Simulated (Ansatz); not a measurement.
# BAs (F-43m): all-electron equation of state in Python

A script is to give an all-electron equation of state; the system is BAs (F-43m).

Computed with Ansatz 0.2.0 through its Python package. Level of theory: DFT PBE, all-electron LAPW.

**1. The system**

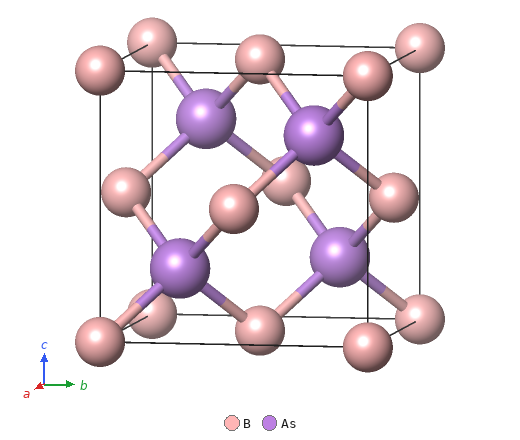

The structure that the script starts from, seen slightly off an axis (boron pink, arsenic purple). The cell is the conventional one. Atoms on cell faces are repeated.

The script holds or builds the structure itself.

**2. The code**

Input file eos_lapw_bas.py:

```python
"""E(V) of BAs on LAPW."""

import ansatz as az
from ase.eos import EquationOfState
from ase.units import GPa
import numpy as np

VECTORS = np.array([
    [0.0, 2.3885, 2.3885],
    [2.3885, 0.0, 2.3885],
    [2.3885, 2.3885, 0.0],
])
SITES = [
    ("B", [0.0, 0.0, 0.0]),
    ("As", [0.25, 0.25, 0.25]),
]


def crystal_on(cell):
    crystal = az.Crystal(lattice=az.Lattice.of(cell))
    for symbol, position in SITES:
        crystal = crystal.atom(symbol, position)
    return crystal

volumes, energies = [], []
for scale in np.linspace(0.92, 1.08, 5):
    cell = VECTORS * scale ** (1 / 3)
    job = (
        crystal_on(cell).calculation()
        .functional(az.Functional.PBE)
        .occupations("fixed")
        .kpoints(7, 7, 7)
        .pseudopotentials("all_electron", lapw=True)
    )
    rep = job.run().report
    volumes.append(abs(np.linalg.det(cell)) / len(SITES))
    energies.append(rep["free_energy_ev"] / len(SITES))
    print(f"{scale:.3f} {volumes[-1]:9.4f} A^3/atom {energies[-1]:16.5f} eV/atom  (estimated basis error {1000 * rep['lapw_basis_errors']['total_ev_per_atom']:.2f} meV/atom)")
v0, e0, bulk = EquationOfState(volumes, energies, eos="birchmurnaghan").fit()
print(f"V0 = {v0:.4f} A^3/atom, B0 = {bulk / GPa:.1f} GPa")
```

**3. The input behind the calls**

The package turns the script's settings into the engine's input (first run):

```yaml
crystal:
  lattice:
    - [0.0, 2.3230284114237376, 2.3230284114237376]
    - [2.3230284114237376, 0.0, 2.3230284114237376]
    - [2.3230284114237376, 2.3230284114237376, 0.0]
  atoms:
    - { symbol: B, position: [0.0, 0.0, 0.0] }
    - { symbol: As, position: [0.25, 0.25, 0.25] }
kpoints:
  mp_grid:
    grid: [7, 7, 7]
hamiltonian:
  xc: pbe
  pseudopotentials:
    kind: all_electron
    lapw: {}
scf:
  occupations:
    method: fixed
```

**4. Launch**

The run is started by

```
> python eos_lapw_bas.py
```

Output:

```text
0.920   12.5361 A^3/atom     -31100.01761 eV/atom  (estimated basis error 0.14 meV/atom)
0.960   13.0812 A^3/atom     -31100.06113 eV/atom  (estimated basis error 0.14 meV/atom)
1.000   13.6262 A^3/atom     -31100.08084 eV/atom  (estimated basis error 0.13 meV/atom)
1.040   14.1713 A^3/atom     -31100.08106 eV/atom  (estimated basis error 0.14 meV/atom)
1.080   14.7163 A^3/atom     -31100.06534 eV/atom  (estimated basis error 0.14 meV/atom)
V0 = 13.9012 A^3/atom, B0 = 131.5 GPa
```

Wall time 34 s (1 thread of Intel Xeon Platinum 8259CL at 2.50GHz (Skylake/Cascade Lake), shared host); peak memory 0.36 GiB.

**5. What changed from run to run**

The engine's inputs for some of the other runs:

Run 2, against run 1:

```diff
@@ -3,3 +3,3 @@
-    - [0.0, 2.3230284114237376, 2.3230284114237376]
-    - [2.3230284114237376, 0.0, 2.3230284114237376]
-    - [2.3230284114237376, 2.3230284114237376, 0.0]
+    - [0.0, 2.3562190158153316, 2.3562190158153316]
+    - [2.3562190158153316, 0.0, 2.3562190158153316]
+    - [2.3562190158153316, 2.3562190158153316, 0.0]
```

Run 3, against run 1:

```diff
@@ -3,3 +3,3 @@
-    - [0.0, 2.3230284114237376, 2.3230284114237376]
-    - [2.3230284114237376, 0.0, 2.3230284114237376]
-    - [2.3230284114237376, 2.3230284114237376, 0.0]
+    - [0.0, 2.3885, 2.3885]
+    - [2.3885, 0.0, 2.3885]
+    - [2.3885, 2.3885, 0.0]
```

Run 5, against run 1:

```diff
@@ -3,3 +3,3 @@
-    - [0.0, 2.3230284114237376, 2.3230284114237376]
-    - [2.3230284114237376, 0.0, 2.3230284114237376]
-    - [2.3230284114237376, 2.3230284114237376, 0.0]
+    - [0.0, 2.4505665291823746, 2.4505665291823746]
+    - [2.4505665291823746, 0.0, 2.4505665291823746]
+    - [2.4505665291823746, 2.4505665291823746, 0.0]
```

**6. What each run gave**

The 5 runs, in the order started:

```tsv
run	volume (Å³/atom)	energy from run 4 (meV/atom)	gap on the mesh (eV)	SCF cycles	CPU time (s)
1	12.536	63.45	1.11	7	6.5
2	13.081	19.92	1.16	7	6.3
3	13.626	0.22	1.21	7	6.2
4	14.171	0.00	1.25	7	6.1
5	14.716	15.72	1.28	7	6.3
```

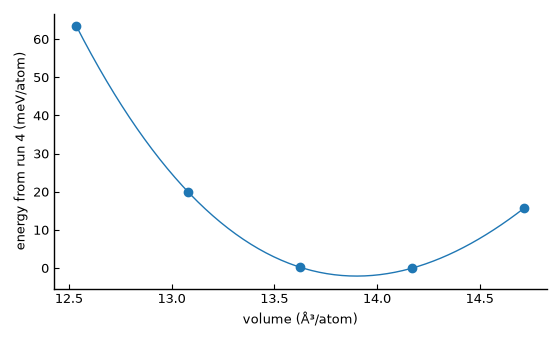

Energy against volume; the line is a third-order Birch-Murnaghan fit.

**7. Outcome**

| quantity | value |
| --- | --- |
| runs compared | 5 |
| range of energy | 63.45 meV/atom |
| lowest point, volume (Å³/atom) | 14.171 |
| equilibrium volume (fit) | 13.90 Å³/atom |
| bulk modulus (fit) | 131 GPa |

A third-order Birch-Murnaghan fit through the 5 points has its minimum at 13.90 Å³ an atom, 2.0 % above the typed cell, with a bulk modulus of 131 GPa and dB/dP = 4.1. From that minimum the energy rises by 65.5 meV an atom on the compressed side and 17.8 meV on the expanded side. All-electron totals depend on functional, relativistic treatment and basis; only differences at equal settings carry meaning.
